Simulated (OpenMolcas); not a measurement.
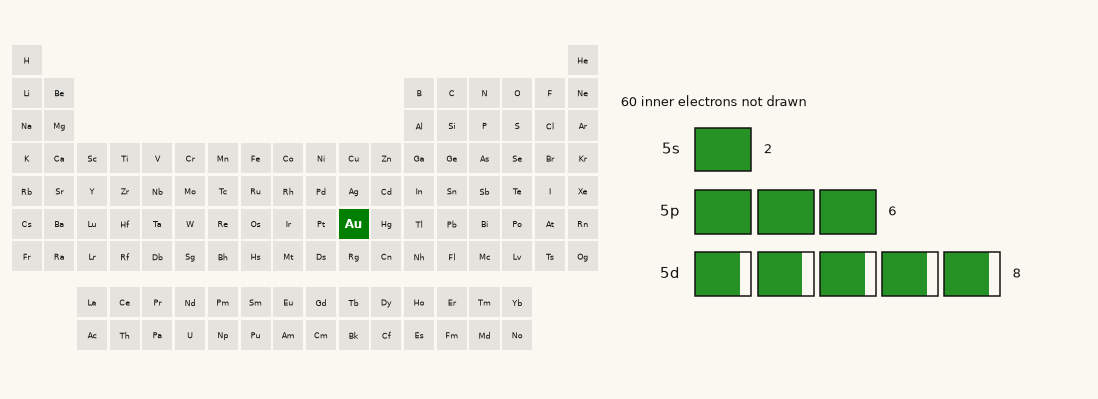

**Figure 1.** Left, the place of gold in the periodic table; right, the outer shells of the leading configuration of the lowest level: a box for each of the 2l + 1 orbitals, shaded by the share of the shell that is filled, with the electron count at the right.

Multiconfigurational calculation: Au³⁺ complex (part 1 of 2)

- system: Au³⁺ with 6 ligands (F; octahedron, 2.16 Å), embedded in Cs2NaYF6 by model potentials and point charges, whose field is part of the energies.
- method: state-averaged CASSCF, active space 8 electrons in the shell 5d, basis ANO-RCC-VTZP on the metal and ANO-RCC-VDZP on the ligands, DKH2 scalar Hamiltonian, spin-orbit coupling by RASSI with atomic mean-field integrals (OpenMolcas)

## Key numbers

| quantity | value |
| --- | --- |
| outcome | converged |
| energy of the lowest spin-free term | −19591.85245 hartree |
| energy of the lowest spin-orbit level | −19591.86611 hartree |
| largest spread among components of a term | 0.0 cm⁻¹ |
| hardware | 1 thread of Arm Neoverse V1, 24 GiB of memory available, shared host |
| wall time | 58 s |
| peak memory | 0.59 GiB |

## Remarks

Without dynamic correlation the splittings between terms come out too large, often by 20 to 50 %. Caveats: covalent bonds, ligand orbitals missing from the active space; the geometry is set by hand, with no relaxation.

## The input
```
&GATEWAY
Basis set
Au.ANO-RCC-VTZP.
Au1 0.0 0.0 0.0 Angstrom
End of basis
Basis set
F.ANO-RCC-VDZP.
L1 2.160000 0.000000 0.000000 Angstrom
L2 0.000000 2.160000 0.000000 Angstrom
L3 0.000000 0.000000 2.160000 Angstrom
End of basis
Basis set
Na.EMB-AIMP.Ruiperez.7s4p.1s1p.ECP.Cs2NaYF6.
PseudoCharge
* 3 symmetry-unique lattice sites within 7.6 angstrom
End of basis
Basis set
Cs.EMB-AIMP.Ruiperez.0s.0s.ECP.Cs2NaYF6.
PseudoCharge
* 16 symmetry-unique lattice sites within 7.6 angstrom
End of basis
Basis set
F.EMB-AIMP.Ruiperez.0s.0s.ECP.Cs2NaYF6.
PseudoCharge
* 27 symmetry-unique lattice sites within 7.6 angstrom
End of basis
Basis set
Y.EMB-AIMP.Ruiperez.0s.0s.ECP.Cs2NaYF6.
PseudoCharge
* 6 symmetry-unique lattice sites within 7.6 angstrom
End of basis
Symmetry
XYZ
AngMom=0.0 0.0 0.0
AMFI
RICD
XField
1537 Angstrom 0
* Evjen-weighted lattice charges
&SEWARD
&RASSCF
FileOrb=start.orb
Symmetry=1
Spin=3
nActEl=8 0 0
Inactive=30 34
Ras2=5 0
CIRoot=10 10 1
SDav=10
CIMx=300
Iter=150 100
PrWF=0.3
OrbListing=Nothing
MaxOrb=0
LevShft=1.0
>>> COPY $Project.JobIph JOB001
&RASSCF
FileOrb=start.orb
Symmetry=1
Spin=1
nActEl=8 0 0
Inactive=30 34
Ras2=5 0
CIRoot=15 15 1
SDav=15
CIMx=300
Iter=150 100
PrWF=0.3
OrbListing=Nothing
MaxOrb=0
LevShft=1.0
>>> COPY $Project.JobIph JOB002
&RASSI
NrOfJobIphs=2 10 15
1 2 3 4 5 6 7 8 9 10
1 2 3 4 5 6 7 8 9 10 11 12 13 14 15
IphNames
JOB001
JOB002
EJob
SpinOrbit
DIPRint=1.0
SOCoupling=1000.0
Subsets=2
Property=9
'ANGMOM' 1 'ANGMOM' 2 'ANGMOM' 3 'MLTPL  1' 1 'MLTPL  1' 2 'MLTPL  1' 3
'AMFI' 1 'AMFI' 2 'AMFI' 3
SOProperty=3
'ANGMOM' 1 'ANGMOM' 2 'ANGMOM' 3
```

The file start.orb holds starting orbitals from an earlier step. A driver script formed the levels outside the program, from RASSI's spin-orbit matrix and the active-space energies, averaged over the components of each term or state.

Command:
```bash
OMP_NUM_THREADS=1 MOLCAS_MEM=2457 MOLCAS_PROJECT=a pymolcas a.inp > a.log  # once for each step of the input, in one work folder
```

## Output (extracts)
```
--- SEWARD ---
Basis set label: AU.ANO-RCC...8S7P5D3F1G.

      Electronic valence basis set:
      ------------------
      Associated Effective Charge  79.000000 au
      Associated Actual Charge     79.000000 au
      Nuclear Model: Point charge

      Shell  nPrim  nBasis  Cartesian Spherical Contaminant
         s      24       8        X
         p      21       7        X
         d      15       5                 X
         f      11       3                 X
         g       4       1                 X
                  Relativistic Douglas-Kroll-Hess integrals:
                    - DKH order of Hamiltonian: 2
                    - DKH order of Properties : 0
                  Atomic mean-field integrals
--- RASSCF ---
Wave function specifications:
      -----------------------------

      Number of closed shell electrons         128
      Number of electrons in active shells       8
      Max number of holes in RAS1 space          0
      Max nr of electrons in RAS3 space          0
      Number of inactive orbitals               64
      Number of active orbitals                  5
      Number of secondary orbitals             123
      Spin quantum number                      1.0
      State symmetry                             1
Orbital specifications:
      -----------------------

      Symmetry species                           1   2
                                                ag  au
      Frozen orbitals                            0   0
      Inactive orbitals                         30  34
      Active orbitals                            5   0
      RAS1 orbitals                              0   0
      RAS2 orbitals                              5   0
      RAS3 orbitals                              0   0
      Secondary orbitals                        61  62
      Deleted orbitals                           0   0
      Number of basis functions                 96  96
      Number of CSFs                            10
      Number of root(s) required                10
      Iter CI   SX   CI       RASSCF       Energy    max ROT     max BLB   max BLB  Level Ln srch  Step   QN
          iter iter root      energy       change     param      element    value   shift minimum  type update
 Nr of preliminary CI iterations:   1
      Total energies have been shifted. Add               -19000.00 au
        1   1   10    0  -590.68589907    0.00E+00  -7.54E-02   35  50 1  4.43E-01*  1.50   0.00    SX    NO
        2   1   11    0  -591.53127230   -8.45E-01* -8.65E-02   22  42 2  1.55E-01*  1.19   0.00    SX    NO
        3   1   10    0  -591.68674138   -1.55E-01* -6.15E-02   18  45 1  6.83E-02*  1.05   0.00    SX    NO
        4   1   10    0  -591.72025452   -3.35E-02* -3.86E-02   18  45 1  4.18E-02*  0.99   0.00    SX    NO
        5   1   10    0  -591.73122906   -1.10E-02* -4.38E-02   18  45 1  2.71E-02*  0.97   2.41    LS   YES
        6   1    9    0  -591.73681706   -5.59E-03*  1.98E-02   32  47 1 -1.16E-02*  0.94   1.25    QN   YES
        7   1    9    0  -591.73839245   -1.58E-03*  1.39E-02   32  47 1 -9.28E-03*  0.93   1.75    LS   YES
        8   1    9    0  -591.73874294   -3.50E-04*  3.03E-03   32  47 1 -7.80E-03*  0.92   1.07    QN   YES
        9   1    9    0  -591.73907220   -3.29E-04* -1.09E-03   33  54 1 -3.07E-03*  0.93   1.22    QN   YES
       10   1    8    0  -591.73911722   -4.50E-05* -7.86E-04   18  45 1 -7.16E-04*  0.93   1.05    QN   YES
       11   1    7    0  -591.73912243   -5.21E-06* -6.15E-04   18  45 1 -5.02E-04*  0.93   1.78    LS   YES
       12   1    7    0  -591.73912363   -1.20E-06*  2.10E-04   13  48 2 -5.10E-04*  0.93   0.97    QN   YES
       13   1    7    0  -591.73912463   -1.01E-06*  1.32E-04   18  45 1 -2.07E-04*  0.93   1.63    LS   YES
       14   1    7    0  -591.73912481   -1.72E-07* -1.08E-04   13  48 2  1.94E-04*  0.93   1.00    QN   YES
       15   1    6    0  -591.73912498   -1.76E-07* -8.59E-05   13  48 2  7.19E-05   0.93   1.79    LS   YES
       16   1    6    0  -591.73912503   -4.32E-08*  4.30E-05    9  57 2 -6.16E-05   0.93   1.00    QN   YES
       17   1    6    0  -591.73912505   -2.15E-08*  5.98E-05   27  42 2 -2.01E-05   0.93   1.89    QN   YES
       18   1    5    0  -591.73912506   -1.00E-08* -1.32E-05    8  56 2  9.01E-06   0.93   1.12    QN   YES
       19   1    5    0  -591.73912506   -7.97E-10   1.10E-05    9  57 2  4.42E-06   0.93   1.85    QN   YES
      Convergence after 19 iterations
       20   1    5    0  -591.73912506   -3.93E-10   1.10E-05   27  42 2  1.31E-06   0.93   1.85    QN   YES
      Natural orbitals and occupation numbers for root  1
      sym 1:   2.000000   2.000000   1.000000   2.000000   1.000000
      Natural orbitals and occupation numbers for root  2
      sym 1:   1.974141   1.974141   2.000000   1.025859   1.025859
      Natural orbitals and occupation numbers for root  3
      sym 1:   1.222022   1.777978   1.222022   2.000000   1.777978
::    RASSCF root number  1 Total energy: -19591.85245040
::    RASSCF root number  2 Total energy: -19591.77142294
::    RASSCF root number  3 Total energy: -19591.77142294
::    RASSCF root number  4 Total energy: -19591.77142294
::    RASSCF root number  5 Total energy: -19591.73697229
::    RASSCF root number  6 Total energy: -19591.73697229
::    RASSCF root number  7 Total energy: -19591.73697229
::    RASSCF root number  8 Total energy: -19591.67120483
::    RASSCF root number  9 Total energy: -19591.67120483
::    RASSCF root number 10 Total energy: -19591.67120483
--- RASSCF ---
Wave function specifications:
      -----------------------------

      Number of closed shell electrons         128
      Number of electrons in active shells       8
      Max number of holes in RAS1 space          0
      Max nr of electrons in RAS3 space          0
      Number of inactive orbitals               64
      Number of active orbitals                  5
      Number of secondary orbitals             123
      Spin quantum number                      0.0
      State symmetry                             1
Orbital specifications:
      -----------------------

      Symmetry species                           1   2
                                                ag  au
      Frozen orbitals                            0   0
      Inactive orbitals                         30  34
      Active orbitals                            5   0
      RAS1 orbitals                              0   0
      RAS2 orbitals                              5   0
      RAS3 orbitals                              0   0
      Secondary orbitals                        61  62
      Deleted orbitals                           0   0
      Number of basis functions                 96  96
      Number of CSFs                            15
      Number of root(s) required                15
      Iter CI   SX   CI       RASSCF       Energy    max ROT     max BLB   max BLB  Level Ln srch  Step   QN
          iter iter root      energy       change     param      element    value   shift minimum  type update
 Nr of preliminary CI iterations:   1
      Total energies have been shifted. Add               -19000.00 au
        1   1    9    0  -591.68510891    0.00E+00   1.24E-02   34  49 1 -6.24E-03*  0.95   0.00    SX    NO
        2   1    9    0  -591.68572522   -6.16E-04*  9.73E-03   34  49 1 -4.42E-03*  0.94   0.00    SX    NO
        3   1    9    0  -591.68607475   -3.50E-04*  7.77E-03   26  34 1 -3.32E-03*  0.94   0.00    SX    NO
        4   1    8    0  -591.68628312   -2.08E-04* -6.21E-03   26  34 1 -2.66E-03*  0.94   0.00    SX    NO
        5   1    8    0  -591.68640992   -1.27E-04* -8.99E-03   26  34 1 -2.13E-03*  0.94   2.50    LS   YES
        6   1    8    0  -591.68653902   -1.29E-04* -1.28E-02   24  45 1 -1.37E-03*  0.93   2.50    LS   YES
        7   1    8    0  -591.68661188   -7.29E-05*  1.47E-03   24  45 1 -1.30E-03*  0.93   1.06    QN   YES
        8   1    7    0  -591.68661735   -5.46E-06*  2.19E-03   24  45 1 -8.35E-04*  0.93   2.50    LS   YES
        9   1    7    0  -591.68662074   -3.39E-06* -1.12E-03   34  49 1  5.98E-04*  0.93   1.10    QN   YES
       10   1    7    0  -591.68662239   -1.65E-06* -4.39E-04   18  48 2  1.47E-04*  0.93   1.16    QN   YES
       11   1    6    0  -591.68662257   -1.86E-07*  5.76E-05   27  43 2  6.50E-05   0.93   1.08    QN   YES
       12   1    6    0  -591.68662260   -3.12E-08* -5.43E-05   28  44 2  2.57E-05   0.93   1.56    QN   YES
       13   1    5    0  -591.68662261   -7.73E-09   3.29E-06   24  45 1  8.72E-06   0.93   1.10    QN   YES
      Convergence after 13 iterations
       14   1    5    0  -591.68662261   -4.66E-10   3.29E-06   24  45 1  4.76E-06   0.93   1.10    QN   YES
      Natural orbitals and occupation numbers for root  1
      sym 1:   1.999949   1.995799   1.003790   1.996672   1.003790
      Natural orbitals and occupation numbers for root  2
      sym 1:   1.999148   1.994998   1.003790   1.998275   1.003790
      Natural orbitals and occupation numbers for root  3
      sym 1:   1.967310   1.967310   1.049035   1.967310   1.049035
::    RASSCF root number  1 Total energy: -19591.79891115
::    RASSCF root number  2 Total energy: -19591.79891115
::    RASSCF root number  3 Total energy: -19591.75534843
::    RASSCF root number  4 Total energy: -19591.72070799
::    RASSCF root number  5 Total energy: -19591.72070799
::    RASSCF root number  6 Total energy: -19591.72070799
::    RASSCF root number  7 Total energy: -19591.70335360
::    RASSCF root number  8 Total energy: -19591.70335360
::    RASSCF root number  9 Total energy: -19591.70335360
::    RASSCF root number 10 Total energy: -19591.62644324
::    RASSCF root number 11 Total energy: -19591.62644324
::    RASSCF root number 12 Total energy: -19591.62644324
::    RASSCF root number 13 Total energy: -19591.62593257
::    RASSCF root number 14 Total energy: -19591.62593257
::    RASSCF root number 15 Total energy: -19591.54278884
```

(Continued in part 2.)
